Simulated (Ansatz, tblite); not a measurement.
**GeH3(NHMe) (CH₇GeN): spin states and exact exchange**

Is the singlet the ground state of GeH3(NHMe) (CH₇GeN)? Other spin states are computed and compared level by level.

Method: as each input shows; program: Ansatz 0.2.0, Gaussian basis.

Levels to be run: triplet, at the geometry of the singlet (GFN1-xTB, GFN2-xTB, PBE0-D4/def2-TZVP, PBE-D4/def2-TZVP, r2SCAN-D4/def2-TZVP); the singlet's energies come from earlier runs.

## 1. The structure

The singlet was relaxed beforehand with PBE0-D4/def2-SVP.

10 atoms, charge 0, spin multiplicity 1.

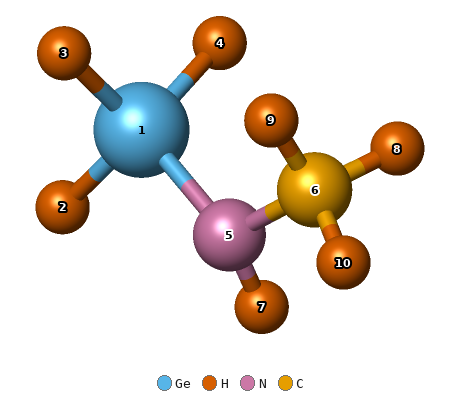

The structure; germanium blue, hydrogen orange, nitrogen pink, carbon amber; atoms are numbered from 1 in the order of the file.

Coordinates:

```xyz
10
charge 0, multiplicity 1
Ge    0.51989    1.01431    0.88956
H     0.75106    0.92180    2.40753
H     1.83101    1.30280    0.13506
H    -0.47510    2.16806    0.59351
N    -0.06999   -0.63541    0.34664
C    -0.40092   -0.87046   -1.03916
H    -0.73757   -1.05924    0.98343
H    -1.32883   -0.37539   -1.39429
H     0.41889   -0.51593   -1.68620
H    -0.50844   -1.95053   -1.23608
```

## 2. Triplet at the fixed geometry, GFN1-xTB

Tight binding, by tblite at 300 K electronic temperature and without a spin-polarisation term:

```python
tblite.interface.Calculator('GFN1-xTB', numbers, positions, charge=0, uhf=2).singlepoint()
```

Energy -286.1384 eV; 0.005 s.

## 3. Triplet at the fixed geometry, GFN2-xTB

Tight binding, by tblite at 300 K electronic temperature and without a spin-polarisation term:

```python
tblite.interface.Calculator('GFN2-xTB', numbers, positions, charge=0, uhf=2).singlepoint()
```

Energy -279.1431 eV; 0.004 s.

## 4. Triplet at the fixed geometry, PBE0-D4/def2-TZVP

in.yaml reads:

```yaml
crystal:
  periodic: [false, false, false]
  atoms:
    - {symbol: Ge, position_ang: [0.519895, 1.014313, 0.889564]}
    - {symbol: H, position_ang: [0.751057, 0.921802, 2.407531]}
    - {symbol: H, position_ang: [1.831014, 1.302805, 0.135057]}
    - {symbol: H, position_ang: [-0.475098, 2.168058, 0.593506]}
    - {symbol: N, position_ang: [-0.069988, -0.635410, 0.346639]}
    - {symbol: C, position_ang: [-0.400923, -0.870459, -1.039165]}
    - {symbol: H, position_ang: [-0.737572, -1.059236, 0.983435]}
    - {symbol: H, position_ang: [-1.328832, -0.375386, -1.394287]}
    - {symbol: H, position_ang: [0.418891, -0.515932, -1.686197]}
    - {symbol: H, position_ang: [-0.508444, -1.950534, -1.236084]}
basis:
  gaussian: {orbitals: def2-TZVP}
magnetization: {spin_polarized: true, initial_magnetization: 2}
hamiltonian: {xc: pbe0, dispersion: d4}
scf: {omitted_lower_state_checks: [starts]}
output: {orbitals: {seedname: orbitals}}
```

On the command line:

```console
ansatz run in.yaml --threads 4 --pin off --events-out ev --progress --plain --max-ram 3916MiB
```

Log:

```text
Functional definition: PBE0
  name "PBE0"
  cite "Adamo & Barone, J. Chem. Phys. 110, 6158 (1999) doi:10.1063/1.478522"
  cite "Perdew, Burke & Ernzerhof, Phys. Rev. Lett. 77, 3865 (1996) doi:10.1103/PhysRevLett.77.3865"
  parent pbe
  parameter a = 0.25
  parameter kappa = 0.804
  parameter beta = 0.06672455060314922
  exchange = (1 - a)*pbe_x(kappa = kappa, mu = beta*pi^2/3) + a*exact_x
  correlation = pbe_c(beta = beta)
these checks for a lower state are left out or cut short: starts
1044 factors; their error is unknown
mean field evaluation 1: about -59135.9114 eV, gradient 4.2e1 eV
mean field evaluation 2: about -59117.8339 eV, gradient 7.2e1 eV
mean field evaluation 4: about -59143.9043 eV, gradient 8.5e0 eV
mean field evaluation 8: about -59144.2820 eV, gradient 3.1e-1 eV
mean field evaluation 16: about -59144.5484 eV, gradient 1.3e-3 eV
mean field -59144.54835776 eV, -2173.5220625329 hartree, gradient 2.1e-5 eV, S^2 2.006071; 0 other end points of the search recorded, 0 dependent functions left out
reference -59144.54839191 eV, -2173.5220637879 hartree; 27, 25 occupied and 125, 127 virtual orbitals, 1044 factors
Total energy: -59144.68081936 eV, -2173.5269304070 hartree
Checks for a lower state left out: starts
```

Wall time 3.2 s (4 threads of Arm Neoverse V1, shared host).

From the report: HOMO -1.80 eV, LUMO -4.98 eV (over both spins; with the spin held, an empty level of the minority spin lies below the top filled one); ⟨S²⟩ 2.006 (pure: 2.00).

## 5. Triplet at the fixed geometry, PBE-D4/def2-TZVP

start.molden holds the orbitals of an earlier run on this state, given as this run's starting guess.

in.yaml, as its differences from that of step 4:

```diff
@@ -14,5 +14,5 @@
 basis:
-  gaussian: {orbitals: def2-TZVP}
+  gaussian: {orbitals: def2-TZVP, initial_orbitals: start.molden}
 magnetization: {spin_polarized: true, initial_magnetization: 2}
-hamiltonian: {xc: pbe0, dispersion: d4}
+hamiltonian: {xc: pbe, dispersion: d4}
 scf: {omitted_lower_state_checks: [starts]}
```

Launched as before.

Log:

```text
Functional definition: PBE
  name "PBE"
  cite "Perdew, Burke & Ernzerhof, Phys. Rev. Lett. 77, 3865 (1996) doi:10.1103/PhysRevLett.77.3865"
  parent pbe
  parameter kappa = 0.804
  parameter beta = 0.06672455060314922
  exchange = pbe_x(kappa = kappa, mu = beta*pi^2/3)
  correlation = pbe_c(beta = beta)
these checks for a lower state are left out or cut short: starts
1001 factors; their error is unknown
mean field evaluation 1: about -59142.7414 eV, gradient 7.2e0 eV
mean field evaluation 2: about -59142.8702 eV, gradient 2.3e-1 eV
mean field evaluation 4: about -59142.8443 eV, gradient 1.2e-2 eV
mean field -59142.84427650 eV, -2173.4594387016 hartree, gradient 8.2e-5 eV, S^2 2.003624; 0 other end points of the search recorded, 0 dependent functions left out
reference -59142.84432218 eV, -2173.4594403802 hartree; 27, 25 occupied and 125, 127 virtual orbitals, 1001 factors
Total energy: -59143.00272316 eV, -2173.4652615091 hartree
Checks for a lower state left out: starts
```

It took 2.2 s on 4 threads of Arm Neoverse V1, shared host.

Report: HOMO -1.22 eV, LUMO -6.20 eV (over both spins; with the spin held, an empty level of the minority spin lies below the top filled one); ⟨S²⟩ 2.004 (pure: 2.00).

## 6. Triplet at the fixed geometry, r2SCAN-D4/def2-TZVP

in.yaml, as its differences from that of step 5:

```diff
@@ -16,3 +16,3 @@
 magnetization: {spin_polarized: true, initial_magnetization: 2}
-hamiltonian: {xc: pbe, dispersion: d4}
+hamiltonian: {xc: r2scan, dispersion: d4}
 scf: {omitted_lower_state_checks: [starts]}
```

The command is unchanged.

Log:

```text
Functional definition: r2SCAN
  name "r2SCAN"
  cite "Furness, Kaplan, Ning, Perdew & Sun, J. Phys. Chem. Lett. 11, 8208 (2020) doi:10.1021/acs.jpclett.0c02405"
  cite "Furness, Kaplan, Ning, Perdew & Sun, J. Phys. Chem. Lett. 11, 9248 (2020) doi:10.1021/acs.jpclett.0c03077"
  parent r2scan
  parameter k0 = 0.174
  parameter k1 = 0.065
  parameter a1 = 4.9479
  exchange = r2scan_x(k0 = k0, k1 = k1, a1 = a1)
  correlation = r2scan_c
these checks for a lower state are left out or cut short: starts
1001 factors; their error is unknown
mean field evaluation 1: about -59153.1267 eV, gradient 4.7e0 eV
mean field evaluation 2: about -59153.1734 eV, gradient 7.3e-2 eV
mean field evaluation 4: about -59153.1513 eV, gradient 1.5e-3 eV
mean field -59153.15132582 eV, -2173.8382157778 hartree, gradient 5.9e-5 eV, S^2 2.008288; 0 other end points of the search recorded, 0 dependent functions left out
reference -59153.15134054 eV, -2173.8382163189 hartree; 27, 25 occupied and 125, 127 virtual orbitals, 1001 factors
Total energy: -59153.18969299 eV, -2173.8396257454 hartree
Checks for a lower state left out: starts
```

Wall time 5.5 s (4 threads of Arm Neoverse V1, shared host).

From the report: HOMO -1.33 eV, LUMO -5.71 eV (over both spins; with the spin held, an empty level of the minority spin lies below the top filled one); ⟨S²⟩ 2.008 (pure: 2.00).

## 7. Triplet less singlet, vertical

The singlet's energies are those of its earlier runs, whose logs aren't repeated here.

| level | triplet less singlet, vertical (kJ/mol) | time |
| --- | --- | --- |
| GFN1-xTB | +573.7 | 0.01 s |
| GFN2-xTB | +739.5 | 0.007 s |
| PBE-D4/def2-TZVP | +486.8 | 3.4 s |
| r2SCAN-D4/def2-TZVP | +492.2 | 7.9 s |
| PBE0-D4/def2-TZVP | +507.4 | 4.8 s |

Times add the two runs; a level without a time comes out of a correlated run. Tight binding without a spin term can't rank spin states.

## 8. Summary of results

| quantity | value |
| --- | --- |
| triplet less singlet, vertical, functionals in def2-TZVP | +486.8 (PBE-D4) to +507.4 kJ/mol (PBE0-D4) |

In words: All functionals put the triplet above the singlet, over a spread of 20.5 kJ/mol. The checks for a lower triplet were left out, so another state of that spin may lie lower. These are electronic energies, without zero-point motion, entropy or surroundings.
